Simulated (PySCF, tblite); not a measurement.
# C₇H₉NO: a rotation path, then NMR shifts on frames

How do NMR shifts of C₇H₉NO (`C=CC/C(C#N)=C/OC`) change as the atoms move?

Programs: tblite 0.8.0 and PySCF 2.14.0, with density-fitted response routines of our own. Each step states its level of theory. These are calculated values for one molecule in the gas phase, unless marked as measured. Atoms count from 0, in the outputs and in this text.

### Step 1. The molecule as given

18 atoms, charge 0, multiplicity 1; geometry from: GFN2-xTB.

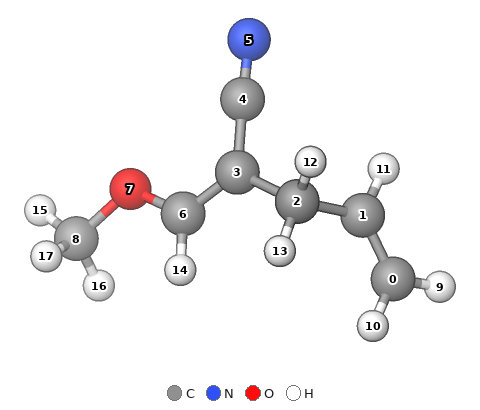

The starting geometry (carbon grey, nitrogen blue, oxygen red, hydrogen white), atoms numbered; sticks join atoms by distance.

### Step 2. The rotation path with GFN2-xTB

The job: settings as JSON, then the geometry in Å.

```
{"job": {"kind": "neb", "xc": "GFN2-xTB", "basis": "xTB", "atoms": [1, 2, 3, 4], "turn": 120}, "charge": 0, "multiplicity": 1}
C     -2.828150    -0.115168    -1.248316
C     -2.262365    -0.450802    -0.105198
C     -1.402049     0.469243     0.711270
C     -0.019692    -0.120495     0.861642
C      0.115734    -1.163809     1.798302
N      0.176212    -2.003390     2.578444
C      1.017784     0.287864     0.115080
O      2.246047    -0.254599     0.210903
C      3.241038     0.302834    -0.616385
H     -3.434623    -0.805864    -1.808314
H     -2.717372     0.871282    -1.669488
H     -2.382462    -1.445972     0.302070
H     -1.847229     0.589392     1.703447
H     -1.336782     1.448087     0.233127
H      0.888579     1.091947    -0.604287
H      4.143069    -0.279624    -0.440978
H      2.964164     0.234968    -1.673373
H      3.429335     1.350423    -0.359603
```

With the program's defaults for keys left out, this is: GFN2-xTB climbing-image nudged elastic band, gas phase.

The run is started by

```sh
OMP_NUM_THREADS=1 python probes_run.py task.json out
```

This one command runs all jobs of the session in turn.

Log:

```text
image   E - E0 / eV
  0      -0.0000
  1       0.0070
  2       0.0346
  3       0.0672
  4       0.0796
  5       0.0668
  6       0.0422
  7       0.0207
  8       0.0100
```

It took 4.1 s on 1 thread of Intel Xeon Platinum 8488C, shared host; peak memory 0.19 GiB.

The final band, with the dihedral C1–C2–C3–C4:

| image | dihedral (°) | energy (eV) | energy (kcal/mol) |
| --- | --- | --- | --- |
| 0 | -77 | 0.000 | 0.0 |
| 1 | -58 | 0.007 | 0.2 |
| 2 | -40 | 0.035 | 0.8 |
| 3 | -21 | 0.067 | 1.6 |
| 4 | -2 | 0.080 | 1.8 |
| 5 | 17 | 0.067 | 1.5 |
| 6 | 36 | 0.042 | 1.0 |
| 7 | 54 | 0.021 | 0.5 |
| 8 | 72 | 0.010 | 0.2 |

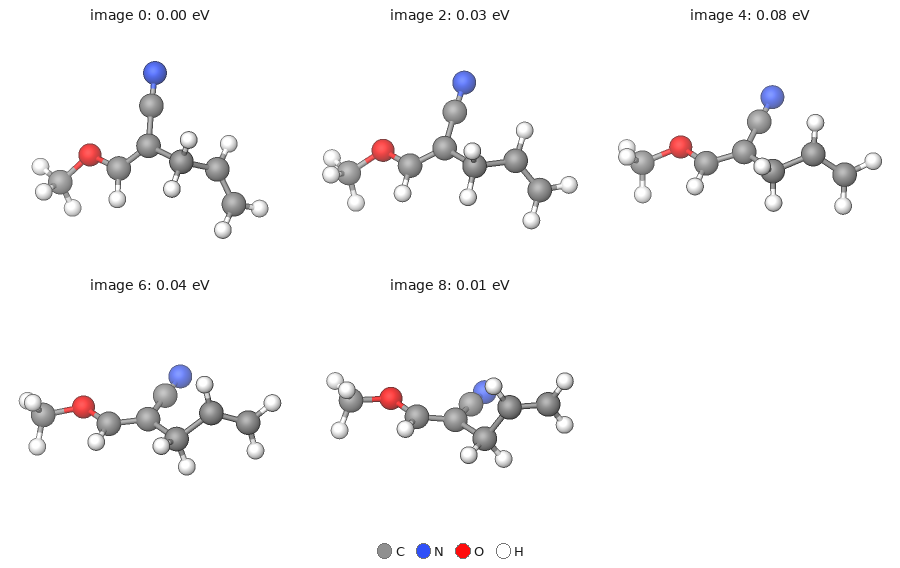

Images along the band.

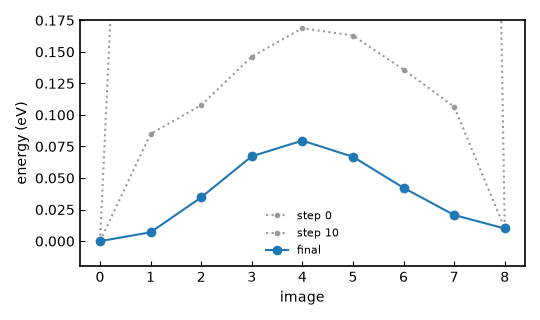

Energy along the band, early and final.

### Step 3. Shielding tensors: image 0, PBE0/pcSseg-1

The job: settings as JSON, then the geometry in Å.

```
{"job": {"kind": "nmr", "xc": "PBE0", "basis": "pcSseg-1", "pop": false}, "charge": 0, "multiplicity": 1}
C     -2.828200    -0.115200    -1.248300
C     -2.262400    -0.450800    -0.105200
C     -1.402000     0.469200     0.711300
C     -0.019700    -0.120500     0.861600
C      0.115700    -1.163800     1.798300
N      0.176200    -2.003400     2.578400
C      1.017800     0.287900     0.115100
O      2.246000    -0.254600     0.210900
C      3.241000     0.302800    -0.616400
H     -3.434600    -0.805900    -1.808300
H     -2.717400     0.871300    -1.669500
H     -2.382500    -1.446000     0.302100
H     -1.847200     0.589400     1.703400
H     -1.336800     1.448100     0.233100
H      0.888600     1.091900    -0.604300
H      4.143100    -0.279600    -0.441000
H      2.964200     0.235000    -1.673400
H      3.429300     1.350400    -0.359600
```

With the program's defaults for keys left out, this is: GIAO PBE0/pcSseg-1 NMR shielding, non-relativistic, gas phase.

Log:

```text
coarse grid: 15336 points
cycle   1  E = -401.3877942811  dE =  1.309e+00  |g| = 6.270e-01  |ddm| = 3.921e+00
cycle   2  E = -401.2217304392  dE =  1.661e-01  |g| = 1.092e+00  |ddm| = 1.573e+00
cycle   3  E = -401.4660805428  dE = -2.444e-01  |g| = 2.222e-01  |ddm| = 1.101e+00
cycle   4  E = -401.4762342321  dE = -1.015e-02  |g| = 7.566e-02  |ddm| = 2.197e-01
cycle   5  E = -401.4773233731  dE = -1.089e-03  |g| = 2.188e-02  |ddm| = 6.456e-02
cycle   6  E = -401.4774216745  dE = -9.830e-05  |g| = 4.202e-03  |ddm| = 1.845e-02
cycle   7  E = -401.4774253021  dE = -3.628e-06  |g| = 1.518e-03  |ddm| = 4.683e-03
final grid: 149008 points
cycle   8  E = -401.5411818930  dE = -3.029e-05  |g| = 1.223e-02  |ddm| = 3.414e-02
cycle   9  E = -401.5411449338  dE =  3.696e-05  |g| = 1.872e-02  |ddm| = 2.286e-02
cycle  10  E = -401.5412107134  dE = -6.578e-05  |g| = 2.458e-03  |ddm| = 1.578e-02
cycle  11  E = -401.5412120907  dE = -1.377e-06  |g| = 3.912e-04  |ddm| = 2.377e-03
cycle  12  E = -401.5412121228  dE = -3.205e-08  |g| = 1.722e-04  |ddm| = 5.228e-04
cycle  13  E = -401.5412121289  dE = -6.181e-09  |g| = 7.544e-05  |ddm| = 1.818e-04
cycle  14  E = -401.5412121301  dE = -1.138e-09  |g| = 2.550e-05  |ddm| = 7.721e-05
cycle  15  E = -401.5412121302  dE = -1.381e-10  |g| = 5.674e-06  |ddm| = 2.225e-05
converged SCF energy = -401.5412121302

GIAO shielding tensors (ppm)
atom      isotropic    diamagn.    paramagn.     s11        s22        s33       span
  0 C       67.252     253.360    -186.109    -41.281     85.219    157.817    199.098
  1 C       39.990     257.575    -217.585    -86.549     46.695    159.824    246.373
  2 C      145.075     243.826     -98.752    131.328    145.994    157.902     26.574
  3 C       91.749     263.096    -171.347      9.151    113.449    152.646    143.495
  4 C       65.701     259.254    -193.553    -51.115    -45.333    293.550    344.664
  5 N      -57.438     342.328    -399.766   -213.271   -174.408    215.364    428.635
  6 C       18.744     255.314    -236.570    -79.436     49.912     85.757    165.193
  7 O      214.449     394.977    -180.528     85.084    259.880    298.383    213.299
  8 C      126.307     243.111    -116.804     93.186    100.737    184.999     91.812
  9 H       26.495      28.521      -2.026     23.839     25.312     30.334      6.495
 10 H       26.468      31.513      -5.045     23.114     25.940     30.350      7.236
 11 H       25.299      31.238      -5.939     22.474     24.281     29.141      6.668
 12 H       28.653      29.206      -0.553     25.200     27.669     33.089      7.890
 13 H       29.321      32.307      -2.986     25.921     29.176     32.866      6.945
 14 H       25.136      35.493     -10.357     22.468     22.982     29.958      7.490
 15 H       27.553      26.797       0.756     23.718     25.600     33.340      9.622
 16 H       27.935      29.036      -1.101     24.443     25.880     33.481      9.037
 17 H       27.898      27.683       0.215     24.445     25.580     33.670      9.225
```

It took 33 s on 1 thread of Intel Xeon Platinum 8488C, shared host; peak memory 0.87 GiB.

The references, computed at this level on geometries of the same kind, shield at (ppm): 1H TMS 31.72, 13C TMS 186.9, 15N NH3 267.7, 17O H2O 336.1. Their shielding less the atom's gives the shift. The references are single molecules in the gas phase, so shifts against H2O, NH3, PH3, H3PO4 or CFCl3 are not on the usual liquid scales and can be off by tens of ppm. Each atom is listed at this fixed geometry, with no averaging over motion; a spectrum would average atoms that exchange fast.

| atoms | environment | σ (ppm) | δ (ppm) |
| --- | --- | --- | --- |
| C6 | alkene carbon bearing oxygen | 18.7 | 168.2 |
| C1 | alkene CH | 40.0 | 146.9 |
| C4 | nitrile carbon | 65.7 | 121.2 |
| C0 | terminal =CH2 carbon | 67.3 | 119.7 |
| C3 | β carbon of an enol-ether or enamine type C=C | 91.7 | 95.2 |
| C8 | methyl carbon bonded to O | 126.3 | 60.6 |
| C2 | allylic sp3 CH2 | 145.1 | 41.9 |
| H14 | hydrogen on an alkene carbon bearing oxygen | 25.14 | 6.58 |
| H11 | hydrogen on an alkene CH | 25.30 | 6.42 |
| H10 | hydrogen on a terminal =CH2 carbon | 26.47 | 5.25 |
| H9 | hydrogen on a terminal =CH2 carbon | 26.50 | 5.22 |
| H15 | hydrogen on a methyl carbon bonded to O | 27.55 | 4.16 |
| H17 | hydrogen on a methyl carbon bonded to O | 27.90 | 3.82 |
| H16 | hydrogen on a methyl carbon bonded to O | 27.93 | 3.78 |
| H12 | hydrogen on an allylic sp3 CH2 | 28.65 | 3.06 |
| H13 | hydrogen on an allylic sp3 CH2 | 29.32 | 2.40 |
| N5 | nitrile nitrogen | -57.4 | 325.2 |
| O7 | ether oxygen | 214.4 | 121.6 |

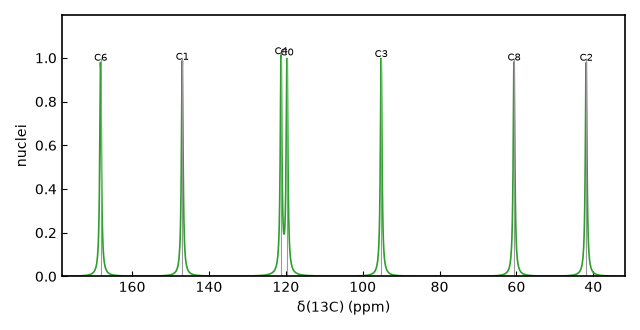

13C lines at the computed shifts, without couplings. Lines are broadened to a width of 0.51 ppm (Lorentzian).

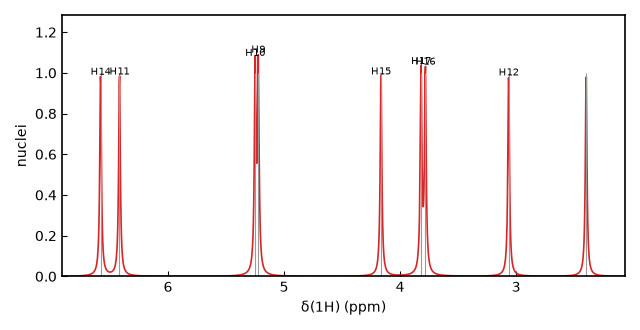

1H lines at the computed shifts, without couplings. Lines are broadened to a width of 0.02 ppm (Lorentzian).

### Step 4. NMR shieldings: image 2, PBE0/pcSseg-1

The job: settings as JSON, then the geometry in Å.

```
{"job": {"kind": "nmr", "xc": "PBE0", "basis": "pcSseg-1", "pop": false}, "charge": 0, "multiplicity": 1}
C     -3.155200    -0.347900    -0.977100
C     -2.420900    -0.383500     0.117300
C     -1.317100     0.583400     0.426700
C      0.004700    -0.135500     0.574100
C     -0.016900    -1.375600     1.243300
N     -0.076500    -2.380900     1.793400
C      1.150100     0.368800     0.090200
O      2.336600    -0.259000     0.204300
C      3.438300     0.383100    -0.395500
H     -3.933300    -1.068200    -1.161000
H     -3.015300     0.407200    -1.733900
H     -2.575700    -1.153400     0.861200
H     -1.548900     1.097000     1.367300
H     -1.235000     1.334200    -0.361700
H      1.151200     1.329300    -0.418500
H      4.279000    -0.301100    -0.301300
H      3.250800     0.585600    -1.454700
H      3.675300     1.322700     0.114500
```

With the program's defaults for keys left out, this is: GIAO PBE0/pcSseg-1 NMR shielding, non-relativistic, gas phase.

Log:

```text
coarse grid: 15336 points
cycle   1  E = -401.3857105132  dE =  1.313e+00  |g| = 6.268e-01  |ddm| = 3.941e+00
cycle   2  E = -401.2190069382  dE =  1.667e-01  |g| = 1.093e+00  |ddm| = 1.605e+00
cycle   3  E = -401.4637276547  dE = -2.447e-01  |g| = 2.223e-01  |ddm| = 1.120e+00
cycle   4  E = -401.4738475030  dE = -1.012e-02  |g| = 7.683e-02  |ddm| = 2.259e-01
cycle   5  E = -401.4749739461  dE = -1.126e-03  |g| = 2.177e-02  |ddm| = 6.688e-02
cycle   6  E = -401.4750715261  dE = -9.758e-05  |g| = 4.236e-03  |ddm| = 1.808e-02
cycle   7  E = -401.4750751324  dE = -3.606e-06  |g| = 1.628e-03  |ddm| = 4.655e-03
final grid: 149008 points
cycle   8  E = -401.5393630059  dE = -3.169e-05  |g| = 1.216e-02  |ddm| = 3.694e-02
cycle   9  E = -401.5393269874  dE =  3.602e-05  |g| = 1.856e-02  |ddm| = 2.326e-02
cycle  10  E = -401.5393915222  dE = -6.453e-05  |g| = 2.409e-03  |ddm| = 1.582e-02
cycle  11  E = -401.5393928580  dE = -1.336e-06  |g| = 3.785e-04  |ddm| = 2.359e-03
cycle  12  E = -401.5393928889  dE = -3.083e-08  |g| = 1.598e-04  |ddm| = 5.202e-04
cycle  13  E = -401.5393928951  dE = -6.218e-09  |g| = 4.114e-05  |ddm| = 1.649e-04
cycle  14  E = -401.5393928955  dE = -3.906e-10  |g| = 1.102e-05  |ddm| = 4.473e-05
converged SCF energy = -401.5393928955

GIAO shielding tensors (ppm)
atom      isotropic    diamagn.    paramagn.     s11        s22        s33       span
  0 C       64.012     252.958    -188.946    -47.627     81.823    157.840    205.466
  1 C       42.630     257.873    -215.243    -81.326     48.942    160.273    241.599
  2 C      148.217     242.835     -94.619    136.025    149.799    158.826     22.801
  3 C       91.744     264.713    -172.969      9.897    117.534    147.802    137.905
  4 C       66.816     259.753    -192.937    -47.235    -45.154    292.836    340.071
  5 N      -60.420     342.693    -403.113   -221.101   -174.329    214.169    435.270
  6 C       20.440     254.156    -233.716    -77.267     53.197     85.390    162.657
  7 O      217.356     395.822    -178.466     90.293    263.630    298.147    207.854
  8 C      126.154     242.486    -116.332     92.825    100.636    185.001     92.176
  9 H       26.294      27.874      -1.580     23.485     25.185     30.213      6.727
 10 H       26.320      31.339      -5.019     22.983     25.614     30.363      7.380
 11 H       25.019      31.001      -5.982     22.496     23.600     28.960      6.464
 12 H       28.525      28.815      -0.291     24.449     27.434     33.692      9.243
 13 H       29.396      32.672      -3.276     25.947     29.505     32.735      6.787
 14 H       25.114      35.016      -9.903     22.636     22.973     29.731      7.095
 15 H       27.550      26.688       0.862     23.728     25.591     33.330      9.602
 16 H       27.985      28.598      -0.613     24.520     25.891     33.545      9.025
 17 H       27.859      27.297       0.562     24.328     25.564     33.684      9.356
```

It took 30 s on 1 thread of Intel Xeon Platinum 8488C, shared host; peak memory 0.89 GiB.

In short: δ C6 166.5, C1 144.3, C0 122.9, C4 120.1, H11 6.70, H14 6.60 ppm.

[end of part 1 of 2]
